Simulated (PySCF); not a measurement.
## A study: C4H7O, doublet, SMILES `C=[C]OCC`

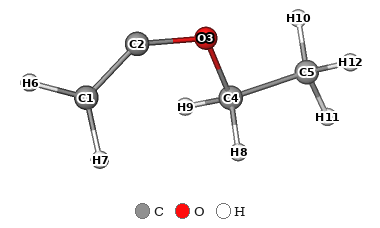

The molecule, with its atoms numbered as below. No frequency check shows the geometry to be a minimum.

Geometry (Å), atoms numbered from 1:

```
C1      -2.2515   -0.3726    0.0054
C2      -1.3302    0.5518   -0.0681
O3      -0.0435    0.6782    0.1038
C4       0.7971   -0.4787   -0.0613
C5       2.2453   -0.0326   -0.0026
H6      -3.2627   -0.1767   -0.3033
H7      -2.0869   -1.3454    0.4708
H8       0.5699   -1.1872    0.7450
H9       0.5638   -0.9556   -1.0209
H10      2.4549    0.6671   -0.8073
H11      2.9006   -0.8940   -0.1008
H12      2.4439    0.4593    0.9458
```

### 1. Bonding charge

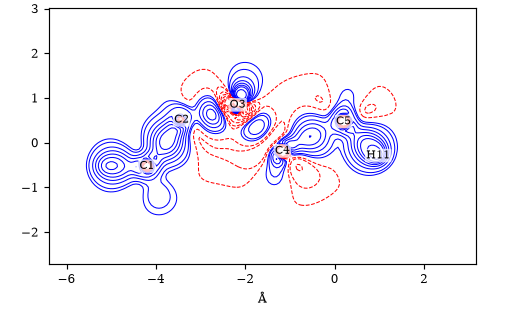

Deformation density (molecule less spherical, spin-averaged free atoms) in the plane of C1, C2, O3, C4, C5 and H11; contours at ±0.05 to ±0.8 e/Å³; solid blue lines: gain, dashed red lines: loss.

Level of theory: M06-2X/6-311+G** (PySCF), at a geometry from GFN2-xTB. The stability of the open-shell solution wasn't checked. GFN2-xTB doesn't know the spin state, so this open-shell geometry is rough.

Q: How much density has each bond in this plane gained at its critical point, relative to the free atoms?

A: C5–H11: +0.69 e/Å³ at the bond critical point (bond length 1.09 Å). C1–C2: +0.65 e/Å³ at the bond critical point (bond length 1.31 Å). C4–C5: +0.49 e/Å³ at the bond critical point (bond length 1.52 Å). C2–O3: +0.23 e/Å³ at the bond critical point (bond length 1.30 Å). O3–C4: −0.03 e/Å³ at the bond critical point (bond length 1.44 Å); up to 0.6 Å beside the axis the gain reaches +0.28 e/Å³. In all, 2.8 electrons gather in the regions of gain relative to the promolecule. A small or negative value marks a very polar bond, one between electron-rich atoms, whose free-atom densities already overlap strongly, a long bond to a heavier atom, or a closed-shell contact such as a hydrogen bond.

### 2. Bond critical points

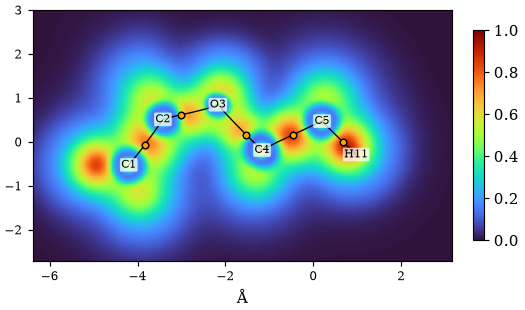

Localised orbital locator (LOL) in the plane of C1, C2, O3, C4, C5 and H11, with bond paths and bond critical points (dots).

Q: Rank the bonds in the plane by LOL at their critical points.

A: C5–H11: about 0.88; C4–C5: about 0.83; C1–C2: about 0.73; O3–C4: about 0.52; C2–O3: about 0.47. Values above 0.5 mark slow, localised electrons, as in shared pairs; low values at a critical point mark a polar or closed-shell contact whose critical point lies between the shells.

Q: Where along C2–O3 does the critical point lie?

A: 0.43 Å from C2 and 0.87 Å from O3.

### 3. Local ionisation energy

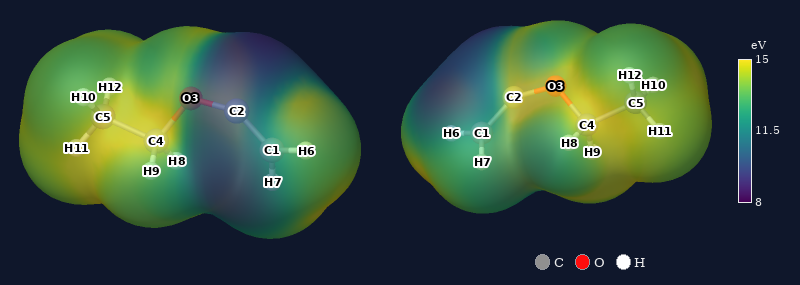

Average local ionisation energy on the surface of electron density 0.001 a.u. (back view left, front view right).

Q: Where are the most loosely bound electrons on this surface?

A: The lowest value is 9.0 eV, 2.0 Å from C2. Further minima include 9.2 eV, over C1, off the plane of its three bonds (2.2 Å); 9.4 eV, over C1, off the plane of its three bonds (2.1 Å); 12.9 eV, 1.8 Å from O3. For comparison, the highest occupied orbital lies at −7.4 eV.

Q: What volume does the surface enclose, and what is the dipole moment?

A: About 115 Å³; the dipole moment is 2.4 D.

### 4. Spin density

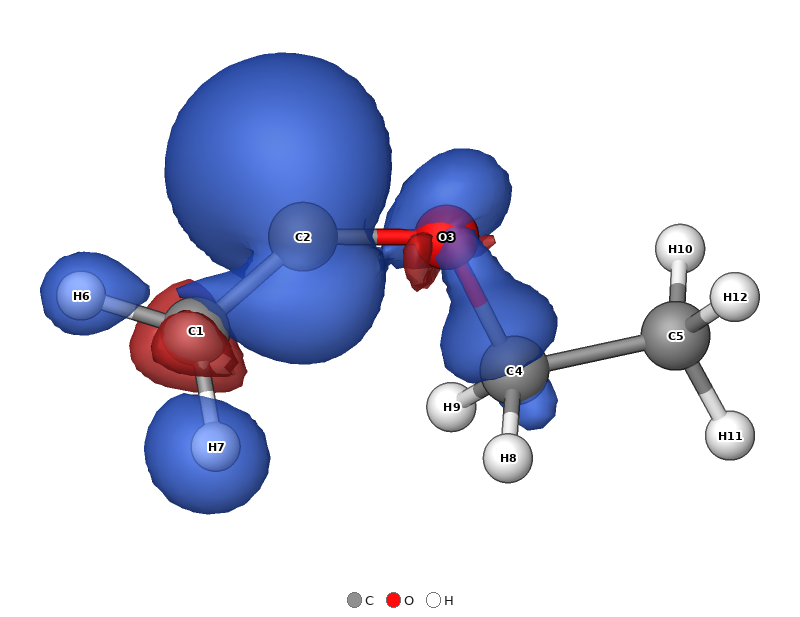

Spin density ρα − ρβ at ±0.02 e/Å³ (blue: excess α, red: excess β).

Q: Give the atomic spin populations that go with this picture.

A: Hirshfeld spin populations: C2 +0.74, O3 +0.11 and C1 +0.04. ⟨S²⟩ = 0.76, against 0.75 for a pure state. The picture also shows regions of β spin from spin polarisation; the Hirshfeld sums, whose atoms overlap, net them against the α spin of neighbours.

### 5. In an electric field

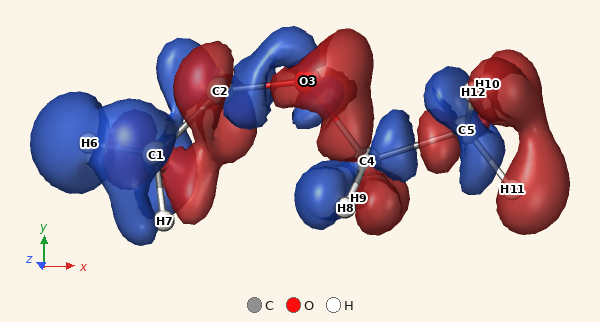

Change of the electron density in a uniform field of 0.21 V/Å, surfaces at ±0.002 e/Å³ (red: gain, blue: loss).

Level of theory: CAM-B3LYP/6-311+G** (PySCF), at a geometry from GFN2-xTB. The basis has diffuse s and p functions alone, which still leaves polarisabilities too small, most of all across bonds. The stability of the open-shell solution wasn't checked. GFN2-xTB doesn't know the spin state, so this open-shell geometry is rough.

Q: Along which Cartesian direction does the field point?

A: Along −x: electrons gather on the +x side, against the field.

Q: How large is the response?

A: The induced dipole is 0.71 D (along the field); α along this axis, from the fields in both directions, is 69 bohr³ (10.3 Å³).

Q: Which atoms gain and lose the most charge?

A: Electrons gather most on H11 (Hirshfeld charge changes by −0.007 e) and leave C1 most (+0.011 e); 0.059 electrons are displaced in all.

The PySCF runs shown took 110 s and 110 s on 1 thread of Arm Neoverse V2 (shared host).
